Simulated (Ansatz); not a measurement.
H6Si2···H3Si (doublet)

```yaml
atoms:
  - { symbol: H, position_ang: [0.6906, 1.0765, -1.4347] }
  - { symbol: Si, position_ang: [1.0782, 1.3802, -0.0304] }
  - { symbol: Si, position_ang: [0.8065, -0.4640, 1.3886] }
  - { symbol: Si, position_ang: [-1.6163, -0.9498, -1.2084] }
  - { symbol: H, position_ang: [0.2480, 2.5170, 0.4512] }
  - { symbol: H, position_ang: [2.5064, 1.8003, -0.0251] }
  - { symbol: H, position_ang: [1.5890, -0.2161, 2.6342] }
  - { symbol: H, position_ang: [-0.6168, -0.6572, 1.7776] }
  - { symbol: H, position_ang: [1.3167, -1.7094, 0.7566] }
  - { symbol: H, position_ang: [-2.2557, 0.3520, -0.8846] }
  - { symbol: H, position_ang: [-2.4655, -2.0887, -0.7724] }
  - { symbol: H, position_ang: [-1.2811, -1.0408, -2.6527] }
```

The reactant side of a reaction path; geometry: PBE0-D4/def2-TZVP; a saddle point, not a minimum.

The calculation used Ansatz 0.2.0, UKS PBE0-D4/def2-TZVPP.

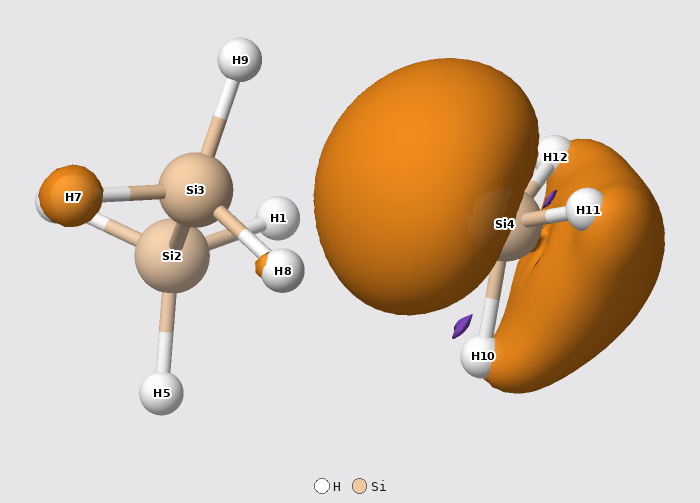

Figure 1. Isosurfaces of the spin density at +0.015 (orange) and −0.015 e/Å³ (purple), seen from one side.

Where is the unpaired spin?

Answer. The unpaired spin (1 electron) lies mostly on Si4 (about 0.8), in electrons by Hirshfeld's partition.

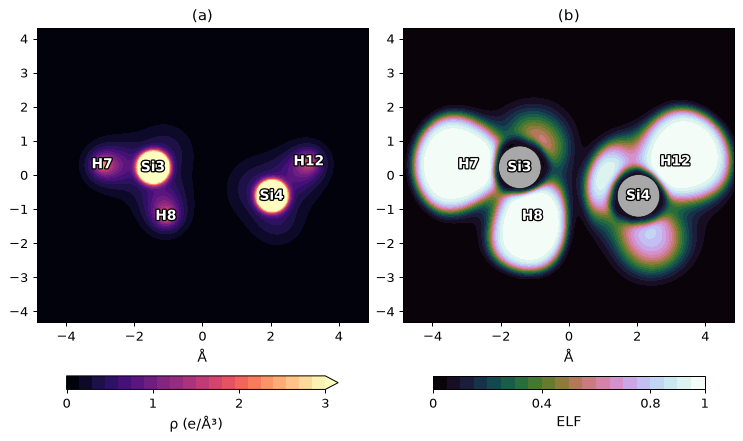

Figure 2. (a) total electron density; (b) electron localisation function on the plane of atoms H7, Si3 and H8. Grey discs cover the atomic cores in the ELF map.

Describe what can be read from this map.

Answer. The plane passes through Si and H nuclei.
Si3···Si4 (3.58 Å): the density falls to about 0.07 e/Å³ on the way; the ELF peaks at about 0.90 in the valence shell of Si, 1.2 Å from its nucleus, and is about 0.15 at the midpoint.
Si–H (1.49 Å): ρ is about 0.8 e/Å³ halfway; the ELF climbs to about 1 towards the hydrogen, as it does in any bond to H.

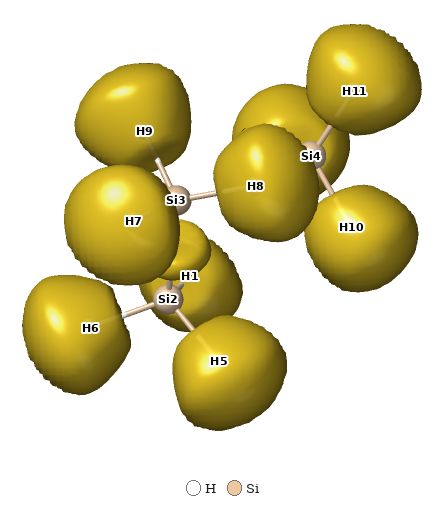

Figure 3. Isosurface of the ELF at 0.9 (yellow), seen at an oblique angle. Core shells and regions of very low density are left out.

What do the ELF domains correspond to?

Answer. The ELF exceeds this value in one region between bonded Si–Si atoms (shared pairs), nine regions around hydrogen nuclei and one lobe on Si, pointing away from the bonds (non-bonding electrons). Along the contacts the grid gives the following. Si–Si (2.34 Å): the ELF peaks at about 1 between the atoms: localised, covalent bonding.

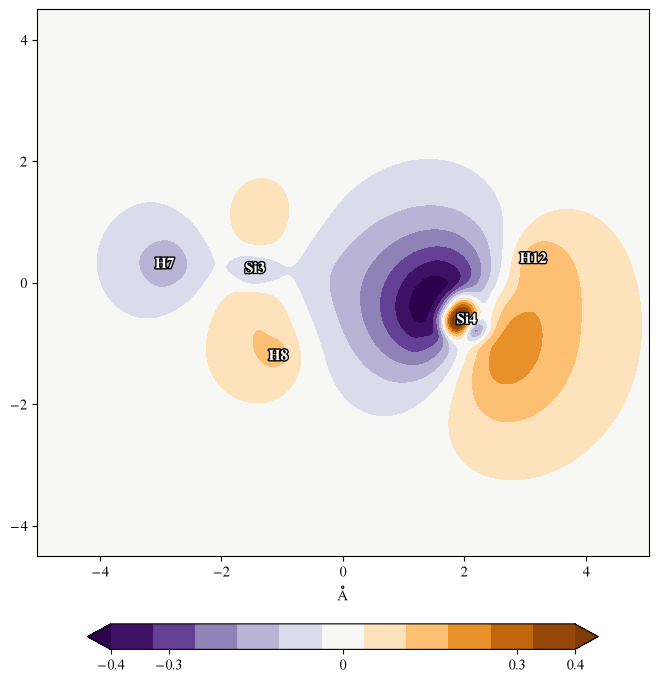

Figure 4. The LUMO (β) on the plane of atoms H7, Si3 and H8 (values in Å⁻³ᐟ²; the overall sign is arbitrary).

Where does this orbital lie, and at what energy?

Answer. By Hirshfeld shares it lies mainly on Si4 (about 65 %). Its energy is −2.69 eV.
